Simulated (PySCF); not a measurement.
# One shape, several levels: IF5 (iodine pentafluoride)

Wanted: a comparison of 3 runs (HF/STO-3G, HF/3-21G, SCS-MP2/def2-SVP) of IF5 (iodine pentafluoride). The job is set up through a Python script.

Program for the calculation: PySCF 2.14.0.

## Step 1: The structure to begin with

The species is IF5 (6 atoms), meant as a singlet with charge 0. SMILES: `FI(F)(F)(F)F`. The I2–F3 distance was set to 2.521 Å, away from the relaxed value.

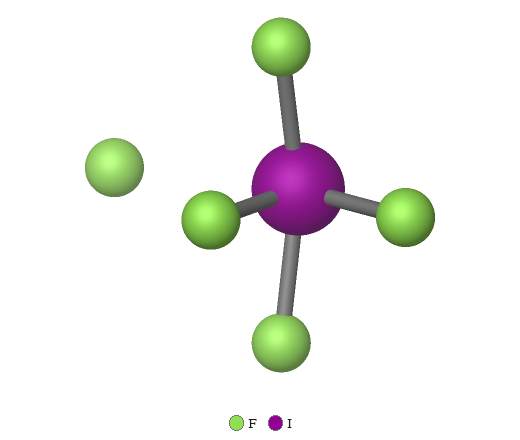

The structure, seen from a chosen angle (fluorine green, iodine purple).

## Step 2: A single-point energy at HF/STO-3G (run 1)

Input file job.py:

```python
from pyscf import gto

mol = gto.M(
    atom='''
F     -1.042503     1.880313    -3.136237
I      0.875474    -0.619530    -1.263461
F     -3.042686    -1.450516     1.316610
F      2.831719    -2.050487     1.487356
F      3.927061     1.084588    -2.369121
F      0.971945     2.114450     0.987845
''',
    unit='bohr',
    charge=0,
    max_memory=1860,
    basis='sto-3g',
    verbose=3,
    spin=0,
)

mf = mol.RHF()
mf.conv_tol = 1e-10
mf.kernel()
if not mf.converged:
    mf = mf.newton().run(mf.mo_coeff, mf.mo_occ)

e_tot = mf.e_tot
print(f'total energy: {e_tot:.8f} hartree')
```

Run with:

```bash
$ OMP_NUM_THREADS=1 python job.py
```

What it wrote:

```text
converged SCF energy = -7340.19337619406
total energy: -7340.19337619 hartree
```

Wall time 1.3 s (1 thread of Intel Xeon at 2.70GHz, shared host); peak memory 0.12 GiB.

## Step 3: The energy at HF/3-21G (run 2)

Input file job.py:

```python
from pyscf import gto, scf

mol = gto.Mole()
mol.atom = '''
F       -0.551669       0.995019      -1.659625
I        0.463281      -0.327841      -0.668595
F       -1.610120      -0.767580       0.696720
F        1.498481      -1.085071       0.787075
F        2.078111       0.573939      -1.253685
F        0.514331       1.118919       0.522745
'''
mol.spin = 0
mol.charge = 0
mol.verbose = 4
mol.basis = '3-21g'
mol.max_memory = 1860
mol.build()

mf = scf.RHF(mol)
mf.conv_tol = 1e-10
mf.kernel()
if not mf.converged:
    mf = mf.newton().run(mf.mo_coeff, mf.mo_occ)

energy = mf.e_tot
print('E = %.10f Eh' % energy)
```

Run with:

```bash
$ OMP_NUM_THREADS=1 python job.py
```

What it wrote:

```text
PySCF version 2.14.0

[INPUT] num. atoms = 6
[INPUT] num. electrons = 98
[INPUT] charge = 0
[INPUT] spin (= nelec alpha-beta = 2S) = 0
[INPUT] symmetry False subgroup None
[INPUT] Mole.unit = angstrom
[INPUT] Symbol           X                Y                Z      unit          X                Y                Z       unit  Magmom
[INPUT]  1 F     -0.551669000000   0.995019000000  -1.659625000000 AA   -1.042503321413   1.880313398739  -3.136236719481 Bohr   0.0
[INPUT]  2 I      0.463281000000  -0.327841000000  -0.668595000000 AA    0.875474208715  -0.619529702404  -1.263461438254 Bohr   0.0
[INPUT]  3 F     -1.610120000000  -0.767580000000   0.696720000000 AA   -3.042685827685  -1.450515978694   1.316609985507 Bohr   0.0
[INPUT]  4 F      1.498481000000  -1.085071000000   0.787075000000 AA    2.831718692864  -2.050487015708   1.487356189492 Bohr   0.0
[INPUT]  5 F      2.078111000000   0.573939000000  -1.253685000000 AA    3.927060646446   1.084587522207  -2.369121296475 Bohr   0.0
[INPUT]  6 F      0.514331000000   1.118919000000   0.522745000000 AA    0.971944727374   2.114450465572   0.987844882986 Bohr   0.0

nuclear repulsion = 773.372525140247
number of shells = 38
number of NR pGTOs = 156
number of NR cGTOs = 76
basis = 3-21g
ecp = {}

******** <class 'pyscf.scf.hf.RHF'> ********
method = RHF
initial guess = minao
damping factor = 0
level_shift factor = 0
DIIS = <class 'pyscf.scf.diis.CDIIS'>
diis_start_cycle = 1
diis_space = 8
diis_damp = 0
SCF conv_tol = 1e-10
SCF conv_tol_grad = None
SCF max_cycles = 50
direct_scf = True
direct_scf_tol = 1e-13
Set gradient conv threshold to 1e-05
Initial guess from minao.
init E= -7363.60619826689
  HOMO = -0.496429495193198  LUMO = -0.173401343465422  gap/eV = 8.79004
cycle= 1 E= -7381.11996510682  delta_E= -17.5  |g|= 1.14  |ddm|= 3.18
  HOMO = -0.278926368500064  LUMO = -0.122826786201258  gap/eV = 4.24769
cycle= 2 E= -7381.2652311193  delta_E= -0.145  |g|= 0.967  |ddm|=  2.2
  HOMO = -0.471363805736891  LUMO = -0.107667006282028  gap/eV = 9.89669
cycle= 3 E= -7381.41483976355  delta_E= -0.15  |g|= 0.168  |ddm|=  0.9
  HOMO = -0.443051475787627  LUMO = -0.078712401969927  gap/eV = 9.91417
cycle= 4 E= -7381.42078321026  delta_E= -0.00594  |g|= 0.0639  |ddm|= 0.173
  HOMO = -0.448328142355046  LUMO = -0.0651647287623414  gap/eV = 10.42641
cycle= 5 E= -7381.42222189155  delta_E= -0.00144  |g|= 0.0189  |ddm|= 0.0957
  HOMO = -0.449393517142787  LUMO = -0.0661431506155745  gap/eV = 10.42877
cycle= 6 E= -7381.42242182528  delta_E= -0.0002  |g|= 0.00474  |ddm|= 0.0474
  HOMO = -0.449200102445867  LUMO = -0.065803442396307  gap/eV = 10.43275
cycle= 7 E= -7381.42243089149  delta_E= -9.07e-06  |g|= 0.00159  |ddm|= 0.00863
  HOMO = -0.449229665269314  LUMO = -0.065570122115048  gap/eV = 10.43991
cycle= 8 E= -7381.4224324985  delta_E= -1.61e-06  |g|= 0.000359  |ddm|= 0.00489
  HOMO = -0.449280147552964  LUMO = -0.065581962160179  gap/eV = 10.44096
cycle= 9 E= -7381.42243262896  delta_E= -1.3e-07  |g|= 0.000128  |ddm|= 0.00122
  HOMO = -0.449290092240367  LUMO = -0.0655875430328576  gap/eV = 10.44108
cycle= 10 E= -7381.4224326444  delta_E= -1.54e-08  |g|= 5.5e-05  |ddm|= 0.000386
  HOMO = -0.449291464759837  LUMO = -0.0655890491022495  gap/eV = 10.44107
cycle= 11 E= -7381.42243264578  delta_E= -1.38e-09  |g|= 1.61e-05  |ddm|= 0.000101
  HOMO = -0.449292120694478  LUMO = -0.0655884371087287  gap/eV = 10.44111
cycle= 12 E= -7381.42243264606  delta_E= -2.81e-10  |g|= 7.63e-06  |ddm|= 4.95e-05
  HOMO = -0.449291740912915  LUMO = -0.0655886281783911  gap/eV = 10.44109
cycle= 13 E= -7381.42243264612  delta_E= -6e-11  |g|= 3.64e-06  |ddm|= 2.92e-05
  HOMO = -0.449292103072526  LUMO = -0.0655886817608584  gap/eV = 10.44110
Extra cycle  E= -7381.42243264612  delta_E= -6.37e-12  |g|= 2.42e-06  |ddm|= 7.64e-06
converged SCF energy = -7381.42243264612
E = -7381.4224326461 Eh
```

Run time: 1.4 s. Hardware: 1 thread of Intel Xeon at 2.70GHz, shared host; peak memory 0.13 GiB.

## Step 4: A single-point energy at SCS-MP2/def2-SVP (core potential) (run 3)

Input file run.py:

```python
from pyscf import gto, mp

mol = gto.Mole()
mol.atom = '''
F     -0.551669     0.995019    -1.659625
I      0.463281    -0.327841    -0.668595
F     -1.610120    -0.767580     0.696720
F      1.498481    -1.085071     0.787075
F      2.078111     0.573939    -1.253685
F      0.514331     1.118919     0.522745
'''
mol.verbose = 3
mol.max_memory = 1860
mol.basis = 'def2-svp'
mol.ecp = {'I': 'def2-svp'}
mol.spin = 0
mol.charge = 0
mol.build()

myscf = mol.RHF()
myscf.conv_tol = 1e-10
myscf.kernel()
if not myscf.converged:
    myscf = myscf.newton().run(myscf.mo_coeff, myscf.mo_occ)

pt = mp.MP2(myscf, frozen=9).run()
energy = myscf.e_tot + 1.2 * pt.e_corr_os + pt.e_corr_ss / 3
print('Final energy', energy)
```

Run with:

```bash
$ OMP_NUM_THREADS=1 python run.py
```

What it wrote:

```text
converged SCF energy = -793.065845142675
E(RMP2) = -794.218518849325  E_corr = -1.15267370664929
E(SCS-RMP2) = -794.170964212686  E_corr = -1.10511907001021
Final energy -794.1709642126857
```

Run time: 3.6 s. Hardware: 1 thread of Intel Xeon at 2.70GHz, shared host; peak memory 0.27 GiB.

## Step 5: All runs side by side

```
run                              level  core potential  frozen core orbitals   energy (Eh)  dipole moment (D) of the reference  HOMO energy (eV)  LUMO energy (eV)  wall time
  1                          HF/STO-3G               –                     –  -7340.193376                                3.34             -5.74              3.46      1.3 s
  2                           HF/3-21G               –                     –  -7381.422433                                5.75            -12.23             -1.78      1.4 s
  3  SCS-MP2/def2-SVP (core potential)        def2-svp                     9   -794.170964                                5.68            -13.55             -2.35      3.6 s
```

## Step 6: What came out

| quantity | value |
| --- | --- |
| run 3: total energy | -794.17096 Eh |
| run 3: dipole moment (Hartree–Fock density) | 5.68 D |
| run 3: HOMO energy (Hartree–Fock orbitals) | -13.55 eV |
| run 3: LUMO energy (Hartree–Fock orbitals) | -2.35 eV |
| run 3: HOMO–LUMO gap (Hartree–Fock orbitals) | 11.20 eV |
| run 3: correlation energy (9 core orbitals frozen) | -1105.1 mEh |

What this shows: Some runs of one species differ in core potentials or relativity; totals across that change don't compare. In run 1 the basis is minimal, so the values are rough. In runs 1, 2 relativity is left out where basis or elements ask for it. All runs together took 6.3 s, the longest 3.6 s.
